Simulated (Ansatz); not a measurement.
**N₂H₂ (triplet): the correlation ladder, cc-pVTZ**

Aim: climb from Hartree-Fock through coupled cluster and multireference methods for N₂H₂ (triplet) at one geometry and basis, and see what each rung misses.

The runs use Ansatz 0.2.0, Gaussian basis; cc-pVTZ, core rule «outside noble gas», up to 2 orbitals frozen.

To be run: UHF; CCSD(T) on ROHF; CCSD(T) on UHF; BCCD(T) on ROHF; CCSDT(Q) on ROHF; CCSDT(Q) on UHF; CASSCF and MRCISD+Q, 12 electrons in 10 orbitals; CASSCF and NEVPT2, 12 electrons in 10 orbitals.

6 further runs of the same task are left out: 6 set aside as unsound or not needed. Runs told in other sessions of the task aren't counted.

## 1. The geometry

The geometry is a PBE0/def2-TZVP stationary point (not a proven minimum).

4 atoms, charge 0, spin multiplicity 3.

Atoms are counted from 1 here; the program's logs count them from 0.

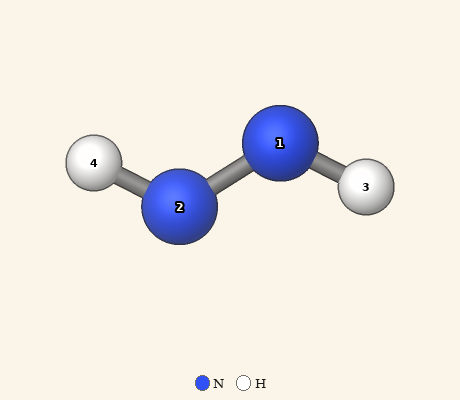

The geometry (nitrogen blue, hydrogen white); atoms are numbered from 1 in the order of the file.

In the tables R marks a restricted open-shell determinant and U an unrestricted one; 'valence' is the active space of 12 electrons in 10 orbitals; energies count from the table's Hartree-Fock row.

## 2. UHF

in.yaml

```yaml
crystal:
  periodic: [false, false, false]
  atoms:
    - {symbol: N, position_ang: [0.000000, -0.168274, 0.605211]}
    - {symbol: N, position_ang: [0.000000, 0.168274, -0.605211]}
    - {symbol: H, position_ang: [0.000000, 0.533378, 1.336557]}
    - {symbol: H, position_ang: [0.000000, -0.533378, -1.336557]}
basis:
  gaussian: {orbitals: cc-pVTZ}
magnetization: {spin_polarized: true, initial_magnetization: 2}
hamiltonian: {xc: hf}
output: {orbitals: {seedname: orbitals}}
```

On the command line:

```
ansatz run in.yaml --threads 1 --pin off --events-out ev --progress --plain --max-ram 2816MiB --backend cpu
```

The program printed:

```text
Functional definition: HF
  name "HF"
  cite "Fock, Z. Phys. 61, 126 (1930) doi:10.1007/BF01340294"
  parent pbe
  exchange = exact_x
  correlation = 0
558 factors; their error is unknown
mean field evaluation 1: about -2991.7412 eV, gradient 1.4e1 eV
mean field evaluation 2: about -2992.6619 eV, gradient 4.9e0 eV
mean field evaluation 4: about -2992.8140 eV, gradient 5.7e-1 eV
mean field evaluation 8: about -2992.8488 eV, gradient 2.6e-1 eV
mean field evaluation 16: about -2991.5288 eV, gradient 7.6e0 eV
mean field evaluation 32: about -2991.5306 eV, gradient 7.5e0 eV
mean field -2992.84902487 eV, -109.9851730379 hartree, gradient 1.7e-5 eV, S^2 2.037356; 0 other end points of the search recorded, 0 dependent functions left out
reference -2992.84902487 eV, -109.9851730379 hartree; 9, 7 occupied and 79, 81 virtual orbitals, 558 factors
Total energy: -2992.84902487 eV, -109.9851730379 hartree
```

Wall time 2.3 s (1 thread of AMD EPYC 7R13, shared host).

From the report: ⟨S²⟩ of the determinant 2.037 (pure triplet: 2.00).

## 3. CCSD(T) on ROHF

Edit in.yaml of step 2 so:

```diff
@@ -9,4 +9,3 @@
   gaussian: {orbitals: cc-pVTZ}
-magnetization: {spin_polarized: true, initial_magnetization: 2}
-hamiltonian: {xc: hf}
-output: {orbitals: {seedname: orbitals}}
+magnetization: {spin_polarized: false, initial_magnetization: 2}
+correlation: {method: ccsd_t, electrons: outside_noble_gas}
```

On the command line:

```
ansatz run in.yaml --threads 2 --pin off --events-out ev --progress --plain --max-ram 16896MiB --backend cuda --devices 0, --max-vram 18GiB
```

The program printed, shortened:

```text
Functional definition: HF
  name "HF"
  cite "Fock, Z. Phys. 61, 126 (1930) doi:10.1007/BF01340294"
  parent pbe
[...]
519 factors; integrals over basis functions are off by at most 1.1e-3 eV
[...]
mean field -2992.39143999 eV, -109.9683571039 hartree, gradient 3.0e-6 eV, S^2 2.000000; 5 other end points of the search recorded, 0 dependent functions left out
[...]
determinant -2992.39143999 eV, -109.9683571039 hartree, with singles and doubles -3003.67743940 eV, -110.3831099324 hartree
determinant -2990.31336814 eV, -109.8919893718 hartree, with singles and doubles -3000.42808983 eV, -110.2636985380 hartree
2 core orbitals not correlated: weight in the atoms' cores, before any rotation towards them, 1.000 or more for the frozen orbitals, at most 0.000 for the correlated occupied ones
reference -2992.39143999 eV, -109.9683571039 hartree; 7, 5 occupied and 79, 81 virtual orbitals, 519 factors
second order -10.85295068 eV of doubles, -0.27209722 eV of singles
cycle   1  -11.16418954 eV  change   -9.0e-1 eV  update   1.6e-2
[...]
cycle   8  -11.19314863 eV  change    1.0e-6 eV  update   6.0e-6
perturbative correction -0.48318147 eV, -0.0177565915 hartree
Total energy: -3004.06777009 eV, -110.3974543206 hartree
```

Run time: 2.6 s. Hardware: 1 × H100 (card shared with other runs) with 2 threads of AMD EPYC 7R13, shared host; peak host memory 0.82 GiB.

From the report: correlation -11.6763 eV; T1 0.017; largest double amplitude 0.08.

## 4. CCSD(T) on UHF

Edit in.yaml of step 3 so:

```diff
@@ -9,3 +9,3 @@
   gaussian: {orbitals: cc-pVTZ}
-magnetization: {spin_polarized: false, initial_magnetization: 2}
+magnetization: {spin_polarized: true, initial_magnetization: 2}
 correlation: {method: ccsd_t, electrons: outside_noble_gas}
```

Same command.

The program printed, shortened:

```text
Functional definition: HF
  name "HF"
  cite "Fock, Z. Phys. 61, 126 (1930) doi:10.1007/BF01340294"
  parent pbe
[...]
519 factors; integrals over basis functions are off by at most 1.1e-3 eV
[...]
mean field -2992.84910414 eV, -109.9851759512 hartree, gradient 2.8e-6 eV, S^2 2.037356; 5 other end points of the search recorded, 0 dependent functions left out
determinant -2992.84910414 eV, -109.9851759512 hartree, with singles and doubles -3003.68574764 eV, -110.3834152544 hartree
determinant -2990.59261071 eV, -109.9022513471 hartree, with singles and doubles -3000.42109076 eV, -110.2634413268 hartree
2 core orbitals not correlated: weight in the atoms' cores, before any rotation towards them, 1.000 or more for the frozen orbitals, at most 0.000 for the correlated occupied ones
reference -2992.84910414 eV, -109.9851759512 hartree; 7, 5 occupied and 79, 81 virtual orbitals, 519 factors
second order -10.37385297 eV of doubles, -0.00000000 eV of singles
cycle   1  -10.73095076 eV  change   -9.8e-1 eV  update   1.7e-2
[...]
cycle   8  -10.76193237 eV  change    7.6e-6 eV  update   7.7e-6
perturbative correction -0.45504915 eV, -0.0167227478 hartree
Total energy: -3004.06608566 eV, -110.3973924190 hartree
```

Wall time 2.1 s (1 × H100 (card shared with other runs) with 2 threads of AMD EPYC 7R13, shared host); peak host memory 0.84 GiB.

From the report: ⟨S²⟩ of the determinant 2.037 (pure triplet: 2.00); correlation -11.2170 eV; T1 0.015; largest double amplitude 0.08.

## 5. BCCD(T) on ROHF

Edit in.yaml of step 4 so:

```diff
@@ -9,3 +9,3 @@
   gaussian: {orbitals: cc-pVTZ}
-magnetization: {spin_polarized: true, initial_magnetization: 2}
-correlation: {method: ccsd_t, electrons: outside_noble_gas}
+magnetization: {spin_polarized: false, initial_magnetization: 2}
+correlation: {method: bccd_t, electrons: outside_noble_gas}
```

Same command.

The program printed, shortened:

```text
Functional definition: HF
  name "HF"
  cite "Fock, Z. Phys. 61, 126 (1930) doi:10.1007/BF01340294"
  parent pbe
[...]
519 factors; integrals over basis functions are off by at most 1.1e-3 eV
[...]
mean field -2992.39143999 eV, -109.9683571039 hartree, gradient 3.0e-6 eV, S^2 2.000000; 5 other end points of the search recorded, 0 dependent functions left out
[...]
determinant -2992.39143999 eV, -109.9683571039 hartree, with singles and doubles -3003.67743940 eV, -110.3831099324 hartree
determinant -2990.31336814 eV, -109.8919893718 hartree, with singles and doubles -3000.42808983 eV, -110.2636985380 hartree
2 core orbitals not correlated: weight in the atoms' cores, before any rotation towards them, 1.000 or more for the frozen orbitals, at most 0.000 for the correlated occupied ones
reference -2992.39143999 eV, -109.9683571039 hartree; 7, 5 occupied and 79, 81 virtual orbitals, 519 factors
second order -10.85295068 eV of doubles, -0.27209722 eV of singles
cycle   1  -11.17070267 eV  change   -9.0e-1 eV  update   1.6e-2
[...]
cycle   8  -11.19437987 eV  change   -4.5e-6 eV  update   7.8e-6
perturbative correction -0.48128566 eV, -0.0176869219 hartree
Total energy: -3004.06710553 eV, -110.3974298984 hartree
```

Wall time 2.8 s (1 × H100 (card shared with other runs) with 2 threads of AMD EPYC 7R13, shared host); peak host memory 0.85 GiB.

From the report: correlation -11.6757 eV; largest double amplitude 0.08.

## 6. CCSDT(Q) on ROHF

Edit in.yaml of step 5 so:

```diff
@@ -10,2 +10,2 @@
 magnetization: {spin_polarized: false, initial_magnetization: 2}
-correlation: {method: bccd_t, electrons: outside_noble_gas}
+correlation: {method: ccsdt_q, electrons: outside_noble_gas}
```

Launched as before.

The program printed, shortened:

```text
Functional definition: HF
  name "HF"
  cite "Fock, Z. Phys. 61, 126 (1930) doi:10.1007/BF01340294"
  parent pbe
[...]
1138 factors; integrals over basis functions are off by at most 1.5e-7 eV
[...]
mean field -2992.39148563 eV, -109.9683587812 hartree, gradient 3.1e-6 eV, S^2 2.000000; 5 other end points of the search recorded, 0 dependent functions left out
[...]
determinant -2992.39148563 eV, -109.9683587812 hartree, with singles and doubles -3003.67749676 eV, -110.3831120402 hartree
determinant -2990.31338570 eV, -109.8919900173 hartree, with singles and doubles -3000.42813801 eV, -110.2637003088 hartree
2 core orbitals not correlated: weight in the atoms' cores, before any rotation towards them, 1.000 or more for the frozen orbitals, at most 0.000 for the correlated occupied ones
reference -2992.39148563 eV, -109.9683587812 hartree; 7, 5 occupied and 79, 81 virtual orbitals, 1138 factors
second order -10.85296673 eV of doubles, -0.27209590 eV of singles
cycle   1  -10.85093201 eV  change    2.8e-1 eV  update   8.4e-2
[...]
cycle  14  -11.67666521 eV  change    9.2e-7 eV  update   7.5e-7
perturbative correction -0.03510562 eV, -0.0012901077 hartree
Total energy: -3004.10325646 eV, -110.3987584208 hartree
```

Wall time 22 s (1 × H100 (card shared with other runs) with 2 threads of AMD EPYC 7R13, shared host); peak host memory 1.3 GiB.

From the report: correlation -11.7118 eV; T1 0.017; largest double amplitude 0.10.

## 7. CCSDT(Q) on UHF

Edit in.yaml of step 6 so:

```diff
@@ -9,3 +9,3 @@
   gaussian: {orbitals: cc-pVTZ}
-magnetization: {spin_polarized: false, initial_magnetization: 2}
+magnetization: {spin_polarized: true, initial_magnetization: 2}
 correlation: {method: ccsdt_q, electrons: outside_noble_gas}
```

The command is unchanged.

The program printed, shortened:

```text
Functional definition: HF
  name "HF"
  cite "Fock, Z. Phys. 61, 126 (1930) doi:10.1007/BF01340294"
  parent pbe
[...]
1138 factors; integrals over basis functions are off by at most 1.5e-7 eV
[...]
mean field -2992.84914896 eV, -109.9851775984 hartree, gradient 2.7e-6 eV, S^2 2.037356; 5 other end points of the search recorded, 0 dependent functions left out
determinant -2992.84914896 eV, -109.9851775984 hartree, with singles and doubles -3003.68580413 eV, -110.3834173302 hartree
determinant -2990.59262697 eV, -109.9022519447 hartree, with singles and doubles -3000.42113872 eV, -110.2634430896 hartree
2 core orbitals not correlated: weight in the atoms' cores, before any rotation towards them, 1.000 or more for the frozen orbitals, at most 0.000 for the correlated occupied ones
reference -2992.84914896 eV, -109.9851775984 hartree; 7, 5 occupied and 79, 81 virtual orbitals, 1138 factors
second order -10.37386599 eV of doubles, -0.00000000 eV of singles
cycle   1  -10.41135094 eV  change   -3.7e-2 eV  update   8.4e-2
[...]
cycle  14  -11.22385830 eV  change    1.3e-6 eV  update   8.6e-7
perturbative correction -0.03165924 eV, -0.0011634557 hartree
Total energy: -3004.10466651 eV, -110.3988102388 hartree
```

Wall time 18 s (1 × H100 (card shared with other runs) with 2 threads of AMD EPYC 7R13, shared host); peak host memory 1.1 GiB.

From the report: ⟨S²⟩ of the determinant 2.037 (pure triplet: 2.00); correlation -11.2555 eV; T1 0.015; largest double amplitude 0.10.

## 8. CASSCF and MRCISD+Q, 12 electrons in 10 orbitals

Edit in.yaml of step 7 so:

```diff
@@ -9,3 +9,3 @@
   gaussian: {orbitals: cc-pVTZ}
-magnetization: {spin_polarized: true, initial_magnetization: 2}
-correlation: {method: ccsdt_q, electrons: outside_noble_gas}
+magnetization: {spin_polarized: false, initial_magnetization: 2}
+correlation: {method: fic_mrcisd_q, electrons: outside_noble_gas, active_space: {window: {electrons: 12, orbitals: 10}, shells: [{species: H, l: s, shell: 1}, {species: "N", l: s, shell: 2}, {species: "N", l: p, shell: 2}]}}
```

Launched as before.

The program printed, shortened:

```text
Functional definition: HF
  name "HF"
  cite "Fock, Z. Phys. 61, 126 (1930) doi:10.1007/BF01340294"
  parent pbe
[...]
1138 factors; integrals over basis functions are off by at most 1.5e-7 eV
[...]
mean field -2992.39148563 eV, -109.9683587812 hartree, gradient 3.1e-6 eV, S^2 2.000000; 4 other end points of the search recorded, 0 dependent functions left out
reference -2992.39148563 eV, -109.9683587812 hartree; 9, 7 occupied and 79, 81 virtual orbitals, 1138 factors
state -2995.35215627 eV, -110.0771614202 hartree
contracted CI cycle   1: correlation 0.00000000 eV, 0.0000000000 hartree, residual 3.36e1 eV
contracted CI cycle   2: correlation -7.70418435 eV, -0.2831235527 hartree, residual 5.96e0 eV
contracted CI cycle   3: correlation -7.98424716 eV, -0.2934156712 hartree, residual 1.22e0 eV
contracted CI cycle   4: correlation -7.99639766 eV, -0.2938621938 hartree, residual 2.88e-1 eV
contracted CI cycle   5: correlation -7.99711010 eV, -0.2938883754 hartree, residual 7.05e-2 eV
contracted CI cycle   6: correlation -7.99714994 eV, -0.2938898396 hartree, residual 1.67e-2 eV
contracted CI cycle   7: correlation -7.99715207 eV, -0.2938899179 hartree, residual 3.62e-3 eV
contracted CI cycle   8: correlation -7.99715217 eV, -0.2938899216 hartree, residual 7.78e-4 eV
state -2995.35215627 eV, -110.0771614202 hartree; corrected -3003.96487620 eV, -110.3936730397 hartree
Total energy: -3003.96487620 eV, -110.3936730397 hartree
Checks for a lower state left out: starts, orbital_swaps
```

Run time: 4.9 s. Hardware: 1 × H100 (card shared with other runs) with 2 threads of AMD EPYC 7R13, shared host; peak host memory 0.92 GiB.

From the report: 10,976 determinants; active occupations 1.99, 1.98, 1.97, 1.97, 1.96, 1.03, 1.02, 0.03, 0.02, 0.02.

## 9. CASSCF and NEVPT2, 12 electrons in 10 orbitals

in.yaml

```yaml
crystal:
  periodic: [false, false, false]
  atoms:
    - {symbol: N, position_ang: [0.000000, -0.168274, 0.605211]}
    - {symbol: N, position_ang: [0.000000, 0.168274, -0.605211]}
    - {symbol: H, position_ang: [0.000000, 0.533378, 1.336557]}
    - {symbol: H, position_ang: [0.000000, -0.533378, -1.336557]}
basis:
  gaussian: {orbitals: cc-pVTZ}
magnetization: {spin_polarized: false, initial_magnetization: 2}
correlation: {method: sc_nevpt2, electrons: outside_noble_gas, active_space: {window: {electrons: 12, orbitals: 10}, shells: [{species: H, l: s, shell: 1}, {species: "N", l: s, shell: 2}, {species: "N", l: p, shell: 2}]}}
```

The command is unchanged.

The program printed:

```text
Functional definition: HF
  name "HF"
  cite "Fock, Z. Phys. 61, 126 (1930) doi:10.1007/BF01340294"
  parent pbe
  exchange = exact_x
  correlation = 0
1138 factors; integrals over basis functions are off by at most 1.5e-7 eV
mean field evaluation 1: about -2991.6708 eV, gradient 1.6e1 eV
mean field evaluation 2: about -2991.6777 eV, gradient 1.6e1 eV
mean field evaluation 4: about -2992.3807 eV, gradient 1.8e0 eV
mean field evaluation 8: about -2992.3915 eV, gradient 8.0e-4 eV
mean field evaluation 16: about -2992.3812 eV, gradient 2.0e-1 eV
mean field evaluation 32: about -2992.3170 eV, gradient 9.0e-1 eV
mean field -2992.39148563 eV, -109.9683587812 hartree, gradient 3.1e-6 eV, S^2 2.000000; 4 other end points of the search recorded, 0 dependent functions left out
reference -2992.39148563 eV, -109.9683587812 hartree; 9, 7 occupied and 79, 81 virtual orbitals, 1138 factors
state -2995.35215627 eV, -110.0771614202 hartree
state -2995.35215627 eV, -110.0771614202 hartree; corrected -3002.76273777 eV, -110.3494952675 hartree
Total energy: -3002.76273777 eV, -110.3494952675 hartree
Checks for a lower state left out: starts, orbital_swaps
```

Run time: 4.7 s. Hardware: 1 × H100 (card shared with other runs) with 2 threads of AMD EPYC 7R13, shared host; peak host memory 0.82 GiB.

From the report: 10,976 determinants; active occupations 1.99, 1.98, 1.97, 1.97, 1.96, 1.03, 1.02, 0.03, 0.02, 0.02.

## 10. How many determinants matter

Natural occupations of the CASSCF valence state about the gap (report; correlated orbitals 3 to 10): 1.971, 1.971, 1.965, 1.028, 1.024, 0.026, 0.021, 0.021. The count of effectively unpaired electrons, Σ n²(2 − n)², is 2.02; a single determinant of this spin has 2.

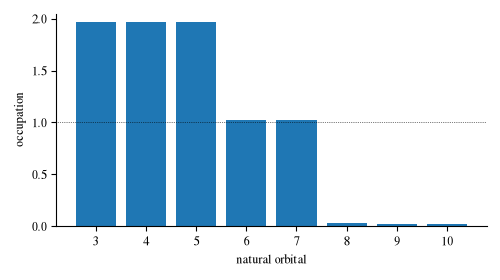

Natural occupations of the CASSCF valence state.

## 11. All levels against the top one

The yardstick is UCCSDT(Q), where the cluster series has nearly closed. Rows without a time are mean-field rows or come out of runs for another level: lower rungs of the coupled-cluster runs, CASSCF and MRCISD of the multireference runs, or the Hartree-Fock search.

Differences are taken before rounding.

| method | energy from the lowest ROHF (kJ/mol) | from UCCSDT(Q) (kJ/mol) | time |
| --- | --- | --- | --- |
| ROHF | 0.0 | +1130.2 |  |
| UHF | -44.2 | +1086.0 |  |
| RMP2 | -1073.4 | +56.8 |  |
| UMP2 | -1045.1 | +85.1 |  |
| RCCSD | -1080.0 | +50.2 |  |
| UCCSD | -1082.5 | +47.6 |  |
| RCCSD(T) | -1126.6 | +3.6 | 2.6 s |
| UCCSD(T) | -1126.4 | +3.7 | 2.1 s |
| BCCD(T) | -1126.5 | +3.6 | 2.8 s |
| RCCSDT | -1126.6 | +3.5 |  |
| UCCSDT | -1127.1 | +3.1 |  |
| RCCSDT(Q) | -1130.0 | +0.1 | 22 s |
| UCCSDT(Q) | -1130.2 | 0 | 18 s |
| CASSCF valence | -285.7 | +844.5 |  |
| NEVPT2 valence | -1000.7 | +129.5 | 4.7 s |
| MRCISD valence | -1057.3 | +72.9 |  |
| MRCISD+Q valence | -1116.7 | +13.5 | 4.9 s |

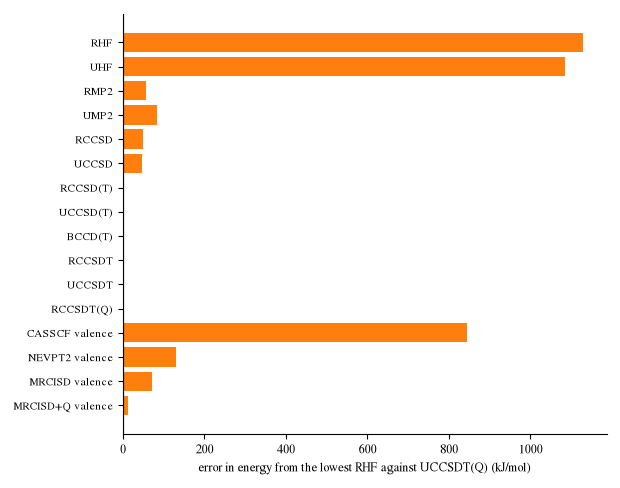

Deviations from UCCSDT(Q), method by method.

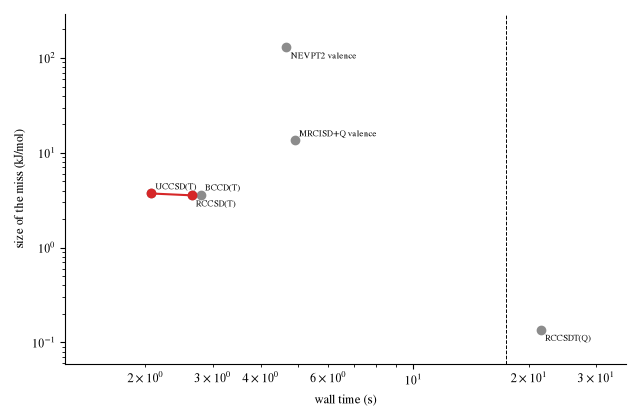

Accuracy for the time spent; red marks the levels that beat every quicker one drawn (of those quicker than the yardstick), and the dashed line is the time of UCCSDT(Q). Times are from a shared host.

With the free atoms at the same levels and basis (separate runs), the atomisation energy is 10.043 eV at UCCSDT(Q), 10.033 eV at RCCSD(T), 10.024 eV at UCCSD(T), 4.735 eV at ROHF.

## 12. Outcome

```
                         quantity                                                   value
    UCCSDT(Q) from the ROHF energy                                             -11.7132 eV
              RMP2 from UCCSDT(Q)                                            +56.8 kJ/mol
              UMP2 from UCCSDT(Q)                                            +85.1 kJ/mol
             RCCSD from UCCSDT(Q)                                            +50.2 kJ/mol
          RCCSD(T) from UCCSDT(Q)                                             +3.6 kJ/mol
          UCCSD(T) from UCCSDT(Q)                                             +3.7 kJ/mol
         RCCSDT(Q) from UCCSDT(Q)                                             +0.1 kJ/mol
    NEVPT2 valence from UCCSDT(Q)                                           +129.5 kJ/mol
  MRCISD+Q valence from UCCSDT(Q)                                            +13.5 kJ/mol
levels within 1 kcal/mol (43 meV)  RCCSD(T), UCCSD(T), BCCD(T), RCCSDT, UCCSDT, RCCSDT(Q)
                    T1 diagnostic                                                   0.017
   effectively unpaired electrons                                                    2.02
```

What this shows: RCCSD(T) lands +3.6 kJ/mol from the yardstick (0.3 % of the correlation energy). One determinant dominates. Of the multireference levels listed MRCISD+Q valence comes nearest in total energy (+13.5 kJ/mol), which doesn't show that its space is the better one. These misses are within one basis, not against nature; the frozen cores of restricted and unrestricted runs differ, which can shift their rows.

RCCSD(T) reaches 3.6 kJ/mol from the reference in 2.6 s, where UCCSDT(Q) took 18 s; the quickest level in the cost chart, UCCSD(T), takes 2.1 s and misses by 3.7 kJ/mol.
